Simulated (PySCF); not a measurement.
# SiNH2BrClF (SMILES N[Si](F)(Cl)Br) at r2SCAN/def2-SVP

What is the vertical ionisation energy of SiNH2BrClF at r2SCAN/def2-SVP? 

The calculation is run with PySCF 2.14.0.

## Step 1: The system as given

SiNH2BrClF: 7 atoms, total charge 0, spin state singlet. SMILES: `N[Si](F)(Cl)Br`. Geometry: relaxed at PBE0-D4/def2-TZVP. This is one conformer, not always the lowest.

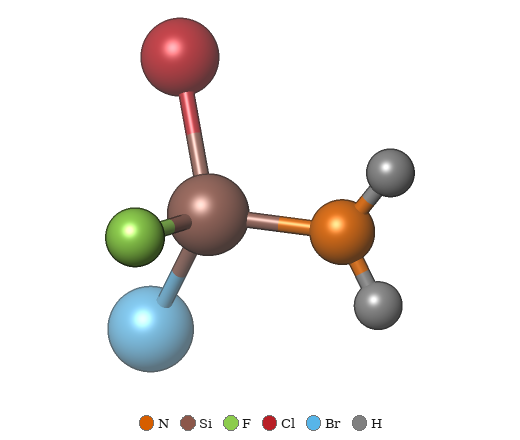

Viewed from a chosen angle; nitrogen orange, silicon brown, fluorine green, chlorine red, bromine blue, hydrogen grey.

## Step 2: A single-point energy at r2SCAN/def2-SVP

Contents of job.py:

```python
from pyscf import gto, dft

mol = gto.M(
    atom='''
N      1.520663    -0.719230     1.232668
Si    -0.739261     0.267585    -0.754946
F     -0.183303    -0.264562    -3.650195
Cl    -3.995826    -1.594173     0.035527
Br    -1.155190     4.381330    -0.445597
H      3.085167     0.296309     1.591905
H      1.584157    -2.495383     1.904466
''',
    verbose=4,
    basis='def2-svp',
    max_memory=1860,
    unit='bohr',
)

calc0 = dft.RKS(mol, xc='r2scan')
calc0.grids.level = 4
calc0.conv_tol = 1e-10
calc0.kernel()
if not calc0.converged:
    calc0 = calc0.newton().run(calc0.mo_coeff, calc0.mo_occ)

etot = calc0.e_tot
print('E(%s) = %.9f' % ('R2SCAN', etot))
```

Run with:

```console
$ OMP_NUM_THREADS=1 python job.py
```

Standard output:

```text
PySCF version 2.14.0

[INPUT] num. atoms = 7
[INPUT] num. electrons = 84
[INPUT] charge = 0
[INPUT] spin (= nelec alpha-beta = 2S) = 0
[INPUT] symmetry False subgroup None
[INPUT] Mole.unit = bohr
[INPUT] Symbol           X                Y                Z      unit          X                Y                Z       unit  Magmom
[INPUT]  1 N      0.804700205089  -0.380600125410   0.652299814230 AA    1.520663000000  -0.719230000000   1.232668000000 Bohr   0.0
[INPUT]  2 Si    -0.391200074122   0.141599883984  -0.399500218675 AA   -0.739261000000   0.267585000000  -0.754946000000 Bohr   0.0
[INPUT]  3 F     -0.096999770293  -0.140000181275  -1.931600009414 AA   -0.183303000000  -0.264562000000  -3.650195000000 Bohr   0.0
[INPUT]  4 Cl    -2.114500058002  -0.843600021864   0.018800078772 AA   -3.995826000000  -1.594173000000   0.035527000000 Bohr   0.0
[INPUT]  5 Br    -0.611300222283   2.318499989520  -0.235799777654 AA   -1.155190000000   4.381330000000  -0.445597000000 Bohr   0.0
[INPUT]  6 H      1.632600068282   0.156799970190   0.842399847950 AA    3.085167000000   0.296309000000   1.591905000000 Bohr   0.0
[INPUT]  7 H      0.838299782919  -1.320499816117   1.007800006172 AA    1.584157000000  -2.495383000000   1.904466000000 Bohr   0.0

nuclear repulsion = 531.815388953749
number of shells = 46
number of NR pGTOs = 208
number of NR cGTOs = 106
basis = def2-svp
ecp = {}

******** <class 'pyscf.dft.rks.RKS'> ********
method = RKS
initial guess = minao
damping factor = 0
level_shift factor = 0
DIIS = <class 'pyscf.scf.diis.CDIIS'>
diis_start_cycle = 1
diis_space = 8
diis_damp = 0
SCF conv_tol = 1e-10
SCF conv_tol_grad = None
SCF max_cycles = 50
direct_scf = True
direct_scf_tol = 1e-13
XC library pyscf.dft.libxc version 7.0.0
    S. Lehtola, C. Steigemann, M. J.T. Oliveira, and M. A.L. Marques.,  SoftwareX 7, 1–5 (2018)
XC functionals = r2scan
    J. W. Furness, A. D. Kaplan, J. Ning, J. P. Perdew, and J. Sun.,  J. Phys. Chem. Lett. 11, 8208-8215 (2020)
    J. W. Furness, A. D. Kaplan, J. Ning, J. P. Perdew, and J. Sun.,  J. Phys. Chem. Lett. 11, 9248-9248 (2020)
    J. W. Furness, A. D. Kaplan, J. Ning, J. P. Perdew, and J. Sun.,  J. Phys. Chem. Lett. 11, 8208-8215 (2020)
    J. W. Furness, A. D. Kaplan, J. Ning, J. P. Perdew, and J. Sun.,  J. Phys. Chem. Lett. 11, 9248-9248 (2020)
radial grids:
    Treutler-Ahlrichs [JCP 102, 346 (1995); DOI:10.1063/1.469408] (M4) radial grids

becke partition: Becke, JCP 88, 2547 (1988); DOI:10.1063/1.454033
pruning grids: <function nwchem_prune>
grids dens level: 4
symmetrized grids: False
atomic radii adjust function: <function treutler_atomic_radii_adjust>
small_rho_cutoff = 0
Set gradient conv threshold to 1e-05
Initial guess from minao.
tot grids = 175928
init E= -3478.4472984154
  HOMO = -0.324230666224704  LUMO = -0.0287860186527022  gap/eV = 8.03946
cycle= 1 E= -3478.95098606334  delta_E= -0.504  |g|= 0.702  |ddm|= 2.87
  HOMO = -0.190872562782703  LUMO = -0.00225500000153334  gap/eV = 5.13255
cycle= 2 E= -3478.80022683306  delta_E= 0.151  |g|= 1.15  |ddm|= 1.47
  HOMO = -0.257438981926006  LUMO = 0.00687725098528169  gap/eV = 7.19241
cycle= 3 E= -3479.04235634799  delta_E= -0.242  |g|= 0.104  |ddm|= 0.961
  HOMO = -0.264223252085856  LUMO = 0.00141975847306597  gap/eV = 7.22851
cycle= 4 E= -3479.04435451791  delta_E= -0.002  |g|= 0.0436  |ddm|= 0.14
  HOMO = -0.260264311761403  LUMO = 0.000158003786941308  gap/eV = 7.08645
cycle= 5 E= -3479.04472049771  delta_E= -0.000366  |g|= 0.0101  |ddm|= 0.0412
  HOMO = -0.261084500515326  LUMO = 0.00110639233177734  gap/eV = 7.13458
cycle= 6 E= -3479.04474401519  delta_E= -2.35e-05  |g|= 0.00319  |ddm|= 0.0128
  HOMO = -0.260766246727899  LUMO = 0.00116244335275173  gap/eV = 7.12744
cycle= 7 E= -3479.04474574725  delta_E= -1.73e-06  |g|= 0.000783  |ddm|= 0.00353
  HOMO = -0.260867120621857  LUMO = 0.00109681786977145  gap/eV = 7.12840
cycle= 8 E= -3479.04474591378  delta_E= -1.67e-07  |g|= 0.00017  |ddm|= 0.00106
  HOMO = -0.260858127381783  LUMO = 0.0011081062431515  gap/eV = 7.12846
cycle= 9 E= -3479.04474592142  delta_E= -7.65e-09  |g|= 4.68e-05  |ddm|= 0.000242
  HOMO = -0.260858330740891  LUMO = 0.00110910064788294  gap/eV = 7.12850
cycle= 10 E= -3479.04474592209  delta_E= -6.64e-10  |g|= 8.66e-06  |ddm|= 7.58e-05
  HOMO = -0.260858158676246  LUMO = 0.00110875682727274  gap/eV = 7.12848
cycle= 11 E= -3479.04474592209  delta_E= -6.37e-12  |g|= 2.58e-06  |ddm|= 1.31e-05
  HOMO = -0.260858070682331  LUMO = 0.00110881830708687  gap/eV = 7.12848
Extra cycle  E= -3479.04474592211  delta_E= -1.36e-11  |g|= 3.11e-06  |ddm|= 5.9e-06
converged SCF energy = -3479.04474592211
E(R2SCAN) = -3479.044745922
```

Wall time 39 s (1 thread of Arm Neoverse V1, shared host); peak memory 0.57 GiB.

## Step 3: The doublet cation

Contents of calc.py:

```python
from pyscf import gto, dft

mol = gto.M(
    atom='''
N      1.520663    -0.719230     1.232668
Si    -0.739261     0.267585    -0.754946
F     -0.183303    -0.264562    -3.650195
Cl    -3.995826    -1.594173     0.035527
Br    -1.155190     4.381330    -0.445597
H      3.085167     0.296309     1.591905
H      1.584157    -2.495383     1.904466
''',
    unit='bohr',
    max_memory=1860,
    verbose=3,
    basis='def2-svp',
    spin=1,
    charge=1,
)

mf = dft.UKS(mol)
mf.xc = 'r2scan'
mf.conv_tol = 1e-10
mf.grids.level = 4
mf.kernel()
if not mf.converged:
    mf = mf.newton().run(mf.mo_coeff, mf.mo_occ)

e_tot = mf.e_tot
print('E(%s) = %.9f' % ('R2SCAN', e_tot))
```

Run with:

```console
$ OMP_NUM_THREADS=1 python calc.py
```

Standard output:

```text
WARN: HOMO -0.324230666224702 >= LUMO -0.324230666224701

SCF not converged.
SCF energy = -3478.66870117939 after 50 cycles  <S^2> = 0.75568657  2S+1 = 2.0056785
converged SCF energy = -3478.66870118064  <S^2> = 0.75568692  2S+1 = 2.0056789
E(R2SCAN) = -3478.668701181
```

Run time: 2.6 min. Hardware: 1 thread of Arm Neoverse V1, shared host; peak memory 0.89 GiB.

## Step 4: Results

Level: r2SCAN/def2-SVP.

| quantity | value |
| --- | --- |
| singlet SiNH2BrClF: total energy | -3479.04475 Eh |
| singlet SiNH2BrClF: dipole moment | 2.80 D |
| singlet SiNH2BrClF: HOMO energy | -7.10 eV |
| singlet SiNH2BrClF: LUMO energy | 0.03 eV |
| singlet SiNH2BrClF: HOMO–LUMO gap | 7.13 eV |
| doublet cation: total energy | -3478.66870 Eh |
| doublet cation: HOMO energy (highest over α and β) | -13.37 eV |
| doublet cation: LUMO energy (lowest over α and β) | -13.18 eV |
| doublet cation: ⟨S²⟩ | 0.756 |
| vertical ionisation energy (to the doublet cation) | 10.233 eV |

In words: Removing an electron at fixed nuclei costs 10.23 eV (987 kJ/mol). −ε(HOMO) before ionisation, 7.10 eV, is 3.13 eV below this ionisation energy. Mulliken charges (singlet SiNH2BrClF) run from -0.39 on N1 to +0.89 on Si2.
